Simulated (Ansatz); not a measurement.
# RPA@PBE/STO-3G run of NO (nitric oxide)

Aim: the electronic atomisation energy of NO (nitric oxide) at RPA@PBE/STO-3G, from 3 runs. 

Program for the calculation: Ansatz 0.2.0.

43 further runs of the same task are left out: 3 that didn't finish, 40 set aside as unsound or not needed.

## (1) The structure to begin with

NO has 2 atoms, charge 0, and is taken as a doublet. SMILES: `[N]=O`. Geometry: relaxed at GFN2-xTB.

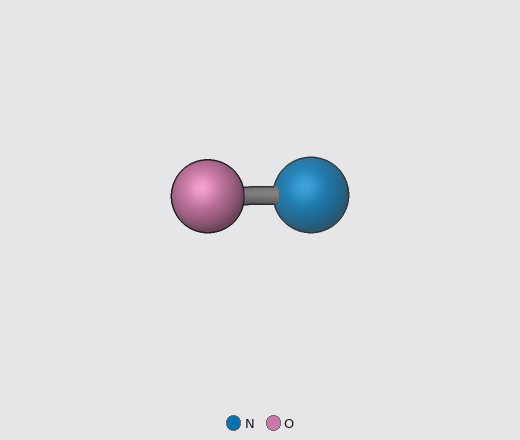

The structure, seen from a chosen angle (nitrogen blue, oxygen pink).

## (2) A single-point energy at RPA@PBE/STO-3G

Contents of in.yaml:

```yaml
crystal:
  periodic: [false, false, false]
  atoms:
    - {symbol: N, position_ang: [-0.490230, 0.179450, -0.247330]}
    - {symbol: O, position_ang: [0.490230, -0.179450, 0.247330]}
basis:
  gaussian: {orbitals: STO-3G}
hamiltonian: {xc: pbe}
correlation: {method: rpa, frozen_orbitals: {"N": 1, O: 1}}
accuracy: high
magnetization: {spin_polarized: true, initial_magnetization: 1}
```

Command:

```bash
$ ansatz run in.yaml --threads 1 --pin off --max-ram 2610MiB --events-out events.jsonl --progress --plain --runs-dir runs
```

Output:

```text
Warning: RAYON_NUM_THREADS=1 ignored (pool sized by the plan → 1); use --threads N
Functional definition: PBE
  name "PBE"
  parameter kappa = 0.804
  parameter beta = 0.06672455060314922
  exchange = pbe_x(kappa = kappa, mu = beta*pi^2/3)
  correlation = pbe_c(beta = beta)
149 factors; integrals over basis functions are off by at most 2.3e-8 eV
mean field evaluation 1: about -3482.1867 eV, gradient 1.3e1 eV
mean field evaluation 2: about -3482.1473 eV, gradient 1.3e1 eV
mean field evaluation 4: about -3482.9150 eV, gradient 3.9e0 eV
mean field evaluation 8: about -3482.9875 eV, gradient 1.9e-2 eV
mean field evaluation 16: about -3482.9875 eV, gradient 2.4e-8 eV
mean field evaluation 32: about -3482.9875 eV, gradient 1.9e-2 eV
mean field -3482.98749642 eV, -127.9974296398 hartree, gradient 2.5e-8 eV, S^2 0.750329; 2 other end points of the search recorded, 0 dependent functions left out
2 core orbitals not correlated: weight in the atoms' cores, before any rotation towards them, 1.000 or more for the frozen orbitals, at most 0.000 for the correlated occupied ones
reference -3470.06308194 eV, -127.5224661682 hartree; 6, 5 occupied and 2, 3 virtual orbitals, 149 factors
Total energy: -3475.50616270 eV, -127.7224956967 hartree
```

It took 0.99 s on 1 thread of Arm Neoverse V1, shared host; peak memory 0.091 GiB.

## (3) The N atom

Contents of run.yaml:

```yaml
crystal:
  periodic: [false, false, false]
  atoms:
    - {symbol: "N", position_ang: [0.000000, 0.000000, 0.000000]}
basis:
  gaussian: {orbitals: STO-3G}
magnetization: {spin_polarized: true, initial_magnetization: 3}
hamiltonian: {xc: pbe}
correlation: {method: rpa, frozen_orbitals: {"N": 1}}
accuracy: high
```

Run the same way, it converges to -53.74680 Eh (log not shown).

## (4) The O atom at the same level

Contents of molecule.yaml:

```yaml
crystal:
  periodic: [false, false, false]
  atoms:
    - {symbol: O, position_ang: [0.000000, 0.000000, 0.000000]}
basis:
  gaussian: {orbitals: STO-3G}
magnetization: {spin_polarized: true, initial_magnetization: 2}
correlation: {method: rpa, frozen_orbitals: {O: 1}}
accuracy: high
hamiltonian: {xc: {name: PBE}}
```

Command:

```bash
$ ansatz run molecule.yaml --threads 1 --pin off --max-ram 2610MiB --events-out events.jsonl --progress --plain --runs-dir runs
```

Output, shortened:

```text
Warning: RAYON_NUM_THREADS=1 ignored (pool sized by the plan → 1); use --threads N
[... 6 set-up lines as earlier in the session ...]
15 factors; integrals over basis functions are off by at most 1.1e-9 eV
mean field evaluation 1: about -2012.2475 eV, gradient 3.6e-12 eV
mean field evaluation 2: about -2012.2484 eV, gradient 1.5e-11 eV
mean field evaluation 4: about -2012.2472 eV, gradient 0.0e0 eV
mean field evaluation 8: about -2012.2481 eV, gradient 2.6e-2 eV
mean field evaluation 16: about -2012.2472 eV, gradient 3.0e-11 eV
mean field -2012.24843053 eV, -73.9487658709 hartree, gradient 5.6e-24 eV, S^2 2.000000; 8 other end points of the search recorded, 0 dependent functions left out
1 core orbitals not correlated: weight in the atoms' cores, before any rotation towards them, 1.000 or more for the frozen orbitals, at most 0.000 for the correlated occupied ones
reference -2008.31323932 eV, -73.8041502613 hartree; 4, 2 occupied and 0, 2 virtual orbitals, 15 factors
Total energy: -2009.25012359 eV, -73.8385801232 hartree
```

Run time: 0.5 s. Hardware: 1 thread of Arm Neoverse V1, shared host.

## (5) Summary of results

Level: RPA@PBE/STO-3G, 2 core orbitals frozen.

```
                                   quantity          value
                     molecule: total energy  -127.72250 Eh
 molecule: RPA correlation energy (valence)     -200.0 mEh
molecule: ⟨S²⟩ of the reference determinant          0.750
                       N atom: total energy   -53.74680 Eh
   N atom: RPA correlation energy (valence)      -27.8 mEh
  N atom: ⟨S²⟩ of the reference determinant          3.750
                       O atom: total energy   -73.83858 Eh
   O atom: RPA correlation energy (valence)      -34.4 mEh
  O atom: ⟨S²⟩ of the reference determinant          2.000
              electronic atomisation energy       3.731 eV
```

What this shows: Taking the molecule apart into free atoms costs 3.73 eV (360 kJ/mol), before zero-point energy and without spin-orbit coupling. In a minimal basis such a difference can be off by several eV, whatever the method.
